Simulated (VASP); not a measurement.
**HfN with rev-vdW-DF2: from relaxation to properties**

What structure does HfN take at this level, and what are its properties? The steps: relaxing cell and atoms (rev-vdW-DF2), second relaxation, single point with fields (rev-vdW-DF2), band structure (rev-vdW-DF2), density of states (rev-vdW-DF2) and zone-centre phonons (rev-vdW-DF2). The start is a cell from a database of measured crystal structures.

Program: VASP 6.6.1. Level of theory: rev-vdW-DF2; plane waves and PAW (Hf_pv, N). Results are calculated unless marked as measured.

## 1. Set-up

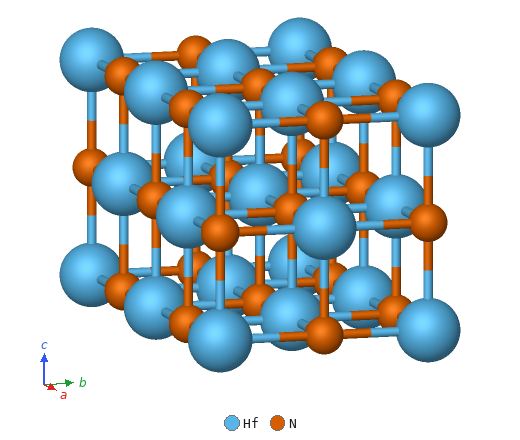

The cell as given, slightly off an axis (hafnium blue, nitrogen orange). 2×1×1 cells are drawn. This picture shows the conventional cell, with its axes. Some periodic images of atoms are drawn too.

As a file:

```cif
data_structure
_symmetry_space_group_name_H-M 'P 1'
_symmetry_Int_Tables_number 1
_cell_length_a 3.2173
_cell_length_b 3.2173
_cell_length_c 3.2173
_cell_angle_alpha 60.000
_cell_angle_beta 60.000
_cell_angle_gamma 60.000
_cell_volume 23.55
loop_
_atom_site_label
_atom_site_type_symbol
_atom_site_fract_x
_atom_site_fract_y
_atom_site_fract_z
_atom_site_occupancy
Hf1 Hf 0.00000 0.00000 0.00000 1
N2 N 0.50000 0.50000 0.50000 1
```

## 2. Relaxing cell and atoms (rev-vdW-DF2)

Properties are meant for the cell that this level of theory prefers, so cell and atoms are relaxed first (ISIF = 3) until forces and stress are small; EDIFFG sets the threshold. rev-vdW-DF2 revises the exchange of vdW-DF2 for solids. LUSE_VDW switches on a nonlocal correlation term for dispersion.

INCAR reads:

```
SYSTEM = HfN
PREC = Accurate
ENCUT = 520
EDIFF = 1E-06
NELM = 100
ISMEAR = 0
SIGMA = 0.05
LREAL = .FALSE.
ALGO = Normal
GGA = MK
AGGAC = 0
LUSE_VDW = .TRUE.
PARAM1 = 0.1234
PARAM2 = 0.711357
ZAB_VDW = -1.8867
LASPH = .TRUE.
NBANDS = 13
LORBIT = 11
LWAVE = .FALSE.
LCHARG = .FALSE.
KPAR = 2
IBRION = 2
NSW = 60
ISIF = 3
EDIFFG = -0.01
```

POSCAR reads:

```
HfN
1.0
    0.0000000000      2.2750000000      2.2750000000
    2.2750000000      0.0000000000      2.2750000000
    2.2750000000      2.2750000000      0.0000000000
Hf N
1 1
Direct
    0.0000000000      0.0000000000      0.0000000000
    0.5000000000      0.5000000000      0.5000000000
```

KPOINTS reads:

```
Automatic mesh
0
Gamma
8 8 8
0 0 0
```

The projector-augmented-wave data sets are Hf_pv and N (PBE family, release 64).

Started as:

```console
$ mpirun -np 2 vasp_std
```

Output:

```text
[banner, memory and clock lines left out]
running    2 mpi-ranks, on    1 nodes
 distrk:  each k-point on    1 cores,    2 groups
 distr:  one band on    1 cores,    1 groups

 POSCAR found type information on POSCAR HfN
 POSCAR found :  2 types and       2 ions
|                                                                             |
|               ----> ADVICE to this user running VASP <----                  |
|                                                                             |
|     You have switched on vdW-DFT.                                           |
|     This routine was written and supplied by Jiri Klimes. We recommend      |
|     that you carefully read and cite the following publications:            |
|       J. Klimes, D.R. Bowler, A. Michelides                                 |
|          J. Phys.: Cond Matt. 22 022201 (2010)                              |
|       J. Klimes, D.R. Bowler, A. Michelides                                 |
|          Phys. Rev. B. 83, 195131 (2011)                                    |
|     and references therein.                                                 |
|                                                                             |

|                                                                             |
|               ----> ADVICE to this user running VASP <----                  |
|                                                                             |
|     You enforced a specific xc type in the INCAR file but a different       |
|     [... a line on the potential file left out ...]
|     I HOPE YOU KNOW WHAT YOU ARE DOING!                                     |
|                                                                             |

 LDA part: xc-table for (Slater+PW92), standard interpolation
 POSCAR, INCAR and KPOINTS ok, starting setup
 FFT: planning ... GRIDC
 FFT: planning ... GRID_SOFT
 FFT: planning ... GRID
 WAVECAR not read
 entering main loop
       N       E                     dE             d eps       ncg     rms          rms(c)
DAV:   1     0.402949270383E+02    0.40295E+02   -0.78772E+03   754   0.108E+03
DAV:   2    -0.198108543176E+02   -0.60106E+02   -0.56632E+02   989   0.239E+02
DAV:   3    -0.218114369081E+02   -0.20006E+01   -0.19850E+01   884   0.372E+01
DAV:   4    -0.218211237628E+02   -0.96869E-02   -0.96822E-02   867   0.292E+00
DAV:   5    -0.218211973379E+02   -0.73575E-04   -0.73574E-04   875   0.221E-01    0.470E+01
DAV:   6    -0.188679308615E+02    0.29533E+01   -0.99354E+00   854   0.239E+01    0.403E+01
DAV:   7    -0.187899410478E+02    0.77990E-01   -0.56813E-01   829   0.659E+00    0.264E+01
DAV:   8    -0.187698976275E+02    0.20043E-01   -0.15325E-01   899   0.340E+00    0.708E+00
DAV:   9    -0.187600146455E+02    0.98830E-02   -0.38642E-02   854   0.148E+00    0.199E+00
DAV:  10    -0.187596311134E+02    0.38353E-03   -0.23548E-03   915   0.438E-01    0.115E-01
DAV:  11    -0.187596158318E+02    0.15282E-04   -0.10401E-04   827   0.105E-01    0.439E-02
DAV:  12    -0.187596158380E+02   -0.62387E-08   -0.97624E-06   990   0.258E-02
   1 F= -.18759616E+02 E0= -.18758894E+02  d E =-.187596E+02
 curvature:   0.00 expect dE= 0.000E+00 dE for cont linesearch  0.000E+00
 trial: gam= 0.00000 g(F)=  0.233E-60 g(S)=  0.534E-01 ort = 0.000E+00 (trialstep = 0.100E+01)
 search vector abs. value=  0.534E-01
 bond charge predicted
       N       E                     dE             d eps       ncg     rms          rms(c)
DAV:   1    -0.189397646140E+02   -0.18015E+00   -0.54165E+00   754   0.208E+01    0.796E+00
DAV:   2    -0.187821644054E+02    0.15760E+00   -0.23972E-01   834   0.428E+00    0.362E+00
DAV:   3    -0.187362617764E+02    0.45903E-01   -0.87494E-02   804   0.266E+00    0.241E+00
DAV:   4    -0.187339488197E+02    0.23130E-02   -0.76378E-03   937   0.753E-01    0.144E+00
DAV:   5    -0.187337969966E+02    0.15182E-03   -0.50387E-04   992   0.178E-01    0.541E-02
DAV:   6    -0.187337972219E+02   -0.22532E-06   -0.24025E-05   789   0.481E-02    0.269E-02
DAV:   7    -0.187337959246E+02    0.12973E-05   -0.80705E-07   553   0.812E-03    0.162E-02
DAV:   8    -0.187337960462E+02   -0.12161E-06   -0.87961E-08   382   0.307E-03
   2 F= -.18733796E+02 E0= -.18733056E+02  d E =0.258198E-01
 trial-energy change:    0.025820  1 .order    0.027414   -0.053419    0.108248
 step:   0.3438(harm=  0.3304)  dis= 0.00000  next Energy=   -18.768863 (dE=-0.925E-02)
 bond charge predicted
       N       E                     dE             d eps       ncg     rms          rms(c)
DAV:   1    -0.188569384563E+02   -0.12314E+00   -0.23073E+00   754   0.135E+01    0.523E+00
DAV:   2    -0.187898652467E+02    0.67073E-01   -0.10764E-01   839   0.284E+00    0.246E+00
DAV:   3    -0.187701814047E+02    0.19684E-01   -0.38023E-02   794   0.172E+00    0.165E+00
DAV:   4    -0.187690849123E+02    0.10965E-02   -0.41861E-03   924   0.542E-01    0.928E-01
DAV:   5    -0.187689947534E+02    0.90159E-04   -0.33903E-04   990   0.153E-01    0.388E-02
DAV:   6    -0.187689914017E+02    0.33517E-05   -0.21219E-05   794   0.439E-02    0.203E-02
DAV:   7    -0.187689914045E+02   -0.27724E-08   -0.71942E-07   530   0.764E-03
   3 F= -.18768991E+02 E0= -.18768262E+02  d E =-.937557E-02
 curvature:  -0.17 expect dE=-0.151E-05 dE for cont linesearch -0.151E-05
 trial: gam=-0.01293 g(F)=  0.181E-60 g(S)=  0.916E-05 ort = 0.700E-03 (trialstep = 0.869E+00)
 search vector abs. value=  0.167E-08
 reached required accuracy - stopping structural energy minimisation
```

It took 34 s on 2 MPI ranks of Intel Xeon 6975P-C (Granite Rapids), shared host; peak memory 0.51 GiB; 65 s of CPU time.

The logs omit lines about the potential files and the build; timing stands in the text.

From OUTCAR (step 2):

```text
ion  position               nearest neighbor table
   1  0.000  0.000  0.000-   2 2.27   2 2.27   2 2.27   2 2.27   2 2.27   2 2.27
   2  0.500  0.500  0.500-   1 2.27   1 2.27   1 2.27   1 2.27   1 2.27   1 2.27

  LATTYP: Found a face centered cubic cell.
 ALAT       =     4.5500000000

 Subroutine GETGRP returns: Found 48 space group operations
 (whereof 48 operations were pure point group operations)

The static configuration has the point symmetry O_h .

 Found     29 irreducible k-points:

   k-points           NKPTS =     29   k-points in BZ     NKDIM =     29   number of bands    NBANDS=     13

   dimension x,y,z NGX =    24 NGY =   24 NGZ =   24
   dimension x,y,z NGXF=    48 NGYF=   48 NGZF=   48

   ENCUT  =  520.0 eV  38.22 Ry    6.18 a.u.   5.98  5.98  5.98*2*pi/ulx,y,z

   NELECT =      15.0000    total number of electrons

 k-points in reciprocal lattice and weights: Automatic mesh
   0.00000000  0.00000000  0.00000000       0.002
   0.12500000  0.00000000  0.00000000       0.016
   0.25000000  0.00000000  0.00000000       0.016
   0.37500000  0.00000000  0.00000000       0.016
   0.50000000  0.00000000  0.00000000       0.008
   0.12500000  0.12500000  0.00000000       0.012
   0.25000000  0.12500000  0.00000000       0.047
   0.37500000  0.12500000  0.00000000       0.047
   0.50000000  0.12500000  0.00000000       0.047
[...]
-0.37500000  0.50000000  0.12500000       0.023
  -0.25000000  0.50000000  0.25000000       0.012

 average (electrostatic) potential at core
       1 -34.7127       2 -61.6673

 E-fermi :   8.2697

 k-point     1 :       0.0000    0.0000    0.0000
  band No.  band energies     occupation
    ...
      6       5.2721      2.00000
      7       5.2721      2.00000
      8       7.9100      2.00000
      9       7.9100      2.00000
     10       7.9100      2.00000
     11      10.1484      0.00000
     12      10.2401      0.00000
     13      10.2401      0.00000

 k-point     2 :       0.1250    0.0000    0.0000
  band No.  band energies     occupation
    ...
      4      -8.7995      2.00000
      5       3.9591      2.00000
      6       4.4896      2.00000
      7       4.4896      2.00000
      8       8.2262      1.78136
      9       8.3991      0.00025
     10       8.3991      0.00025
     11      11.1725      0.00000
     12      11.3374      0.00000
     13      11.3374      0.00000

 k-point     3 :       0.2500    0.0000    0.0000
  band No.  band energies     occupation
    ...
      3     -22.9466      2.00000
      4      -7.9111      2.00000
      5       1.8564      2.00000
      6       3.2696      2.00000
      7       3.2696      2.00000
      8       8.8481      0.00000
      9       9.5896      0.00000
     10       9.5896      0.00000
     11      12.9777      0.00000
     12      13.5895      0.00000
    ...

Total vdW correction in eV:      1.7686227

  Total       -0.0112537     -0.0112537     -0.0112537      0.0000000      0.0000000      0.0000000
  in kB       -0.7822540     -0.7822540     -0.7822540      0.0000000      0.0000000      0.0000000
  external PRESSURE =      -0.7822540 kB  Pullay stress =       0.0000000 kB

  energy-cutoff  :      520.00
  volume of cell :       23.05
      direct lattice vectors                 reciprocal lattice vectors
     0.000000000  2.258791251  2.258791251    -0.221357330  0.221357330  0.221357330
     2.258791251  0.000000000  2.258791251     0.221357330 -0.221357330  0.221357330
     2.258791251  2.258791251  0.000000000     0.221357330  0.221357330 -0.221357330

 POSITION                                       TOTAL-FORCE (eV/Angst)
 -----------------------------------------------------------------------------------
      0.00000      0.00000      0.00000        -0.000000     -0.000000     -0.000000
      2.25879      2.25879      2.25879         0.000000      0.000000      0.000000
 -----------------------------------------------------------------------------------
    total drift:                                0.000000     -0.000000     -0.000000

  FREE ENERGIE OF THE ION-ELECTRON SYSTEM (eV)
  ---------------------------------------------------
  free  energy   TOTEN  =       -18.7689914045 eV

  energy  without entropy=      -18.7675322782  energy(sigma->0) =      -18.76826184

Total vdW correction in eV:      1.7686155

 reached required accuracy - stopping structural energy minimisation

 total charge
# of ion       s       p       d       tot
------------------------------------------
    1        0.290   6.575   1.765   8.630
    2        1.229   2.520   0.000   3.750
--------------------------------------------------
tot          1.519   9.095   1.765  12.380

[... 3 further parts left out ...]
```

This run has no spin polarisation. Its electron count is odd, so without a moment it is a metal by construction. The k-mesh is coarse for a metal. Harder data sets than Hf_pv exist (the GW ones), and pressures, volumes and forces can shift noticeably with them. The PAW data sets were made with PBE, which is usual practice but a small mismatch for other functionals. The run keeps the 48 symmetry operations of its start, so it cannot find a distortion of lower symmetry.

Relaxation path:

```
step  energy less that of the first step (eV)  largest force (eV/Å)  pressure (GPa)  volume (Å³)
   1                                   0.0000                0.0000           -5.85        23.55
   2                                   0.0258                0.0000           12.61        22.12
   3                                  -0.0094                0.0000           -0.08        23.05
```

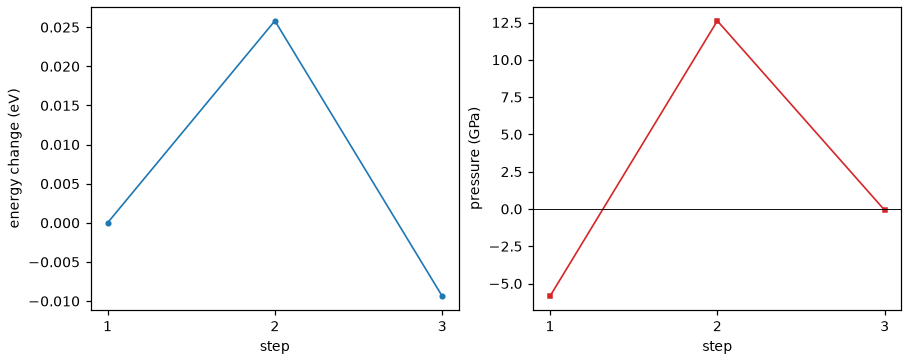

Energy and pressure along the relaxation.

```
conventional cell, symmetrised  before  after  change
                         a (Å)   4.550  4.518  -0.7 %
                         b (Å)   4.550  4.518  -0.7 %
                         c (Å)   4.550  4.518  -0.7 %
              volume (Å³/atom)   11.77  11.52  -2.1 %
```

Final coordinates:

```xyz
2
Lattice="0.0000 2.2588 2.2588 2.2588 0.0000 2.2588 2.2588 2.2588 0.0000" Properties=species:S:1:pos:R:3 pbc="T T T"
Hf    0.0000    0.0000    0.0000
N     2.2588    2.2588    2.2588
```

This step gave:

| Item | Value |
| --- | --- |
| electrons | 15 |
| bands | 13 |
| irreducible k-points | 29 |
| symmetry operations | 48 |
| free energy (TOTEN) | -18.77 eV |
| energy at zero smearing | -18.77 eV |
| Fermi energy | 8.270 eV |
| pressure | -0.07823 GPa |
| metallic | yes |
| SCF cycles over all ionic steps | 27 |

It ends with forces that vanish by symmetry and a pressure of -0.08 GPa. The volume lies -2.1 % from that of the database's start, which holds the thermal and zero-point expansion of its experiment.

[end of part 1 of 4]

[Lines on the potential files, build, host, timing and source positions are cut from VASP's logs without a mark.]

[Logs are printed without paths, hosts, clocks, repeated set-up lines and the standing remarks that a program may print on its own settings, such as how far it seeks lower states.]

[Hosts, paths, dates, database ids (printed as entryN), source tags and the programs' standing remarks are cut or masked in the printed files.]

[Measured values are set beside computed ones only where the two were judged alike; some that the calculation misses by far are left out.]
